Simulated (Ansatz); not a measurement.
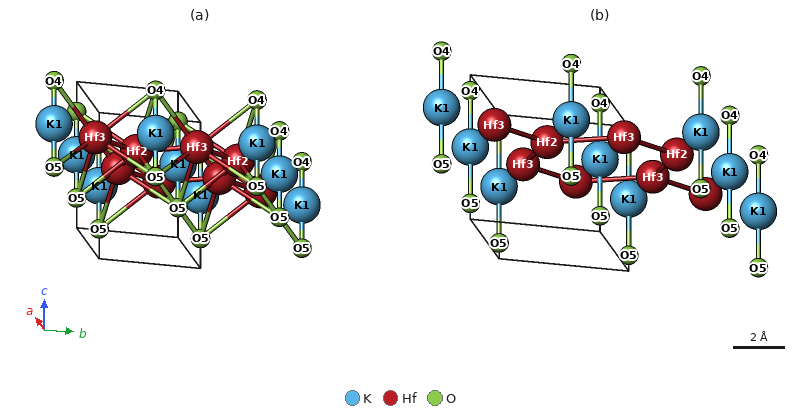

The structure of a crystal of KHf$_{2}$O$_{2}$ (a generated structure, set up in P6/mmm) (coarse preliminary run) before (left) and after (right) a relaxation, at one scale.

A ball-and-stick model of the cell of the calculation, repeated 2 × 2 × 1 with one cell outlined, seen from a free direction.

The calculation used DFT PBE, scalar-relativistic, plane waves, PAW in Ansatz.

Input file:
```yaml
crystal:
  lattice:
    - [4.24694067, 0.0, 0.0]
    - [-2.12347033, 3.67795851, 0.0]
    - [0.0, 0.0, 6.10066456]
  atoms:
    - { symbol: K, position: [0.0, 0.0, 0.5] }
    - { symbol: Hf, position: [0.33333333, 0.66666667, 0.5] }
    - { symbol: Hf, position: [0.66666667, 0.33333333, 0.5] }
    - { symbol: O, position: [0.0, 0.0, 0.79531844] }
    - { symbol: O, position: [0.0, 0.0, 0.20468156] }
basis:
  ecutwfc: 420
kpoints:
  mp_grid: { grid: [6, 6, 4] }
hamiltonian:
  xc: pbe
scf:
  occupations: { method: gaussian, width: 0.1 }
  lower_state_search: "off"
output:
  forces: true
  stress: true
  eigenvalues: true
relax:
  adjacent_minimum: "off"
  f_tol: 0.04
  max_steps: 70
  cell: { stress_tol: 0.4 }
```

Run as
```bash
ansatz run input.yaml --threads 1 --pin off --max-ram 2560MiB --backend cpu --events-out ev --progress --plain --runs-dir out
```

**What changed between the two?**

The energy falls by 9.538 eV per cell of the calculation in 12 accepted moves (15 points after the start). Largest force component: 3.6 eV/Å at the start, 0.0065 eV/Å at the end. Pressure: 38.27 GPa at the start and 0.05 GPa at the end. At 3 points the geometry stayed and the basis and grid were re-selected for the new cell (energy shift of 0.640 eV per cell of the calculation at most each time). The largest moves relative to the cell, 0.57 Å, are those of O4 and O5. O5 goes along −c. Hf and K stay in place. The drawn cell changes as follows: a = b 4.247 → 5.430 Å (+27.8 %), c 6.101 → 6.024 Å (−1.3 %); the volume changes by +61.4 %. Near-neighbour distances that change, for instance: O4–O5 2.497 → 1.324 Å, Hf2–O4 3.043 → 3.918 Å, K1–Hf2 2.452 → 3.135 Å, Hf2–Hf3 2.452 → 3.135 Å. New bonds form, among them: O4–O5 (2.50 → 1.32 Å). The space group stays P6/mmm (No. 191).

Limits of the set-up: layers or molecules are held without a dispersion correction, so their spacing is unreliable.
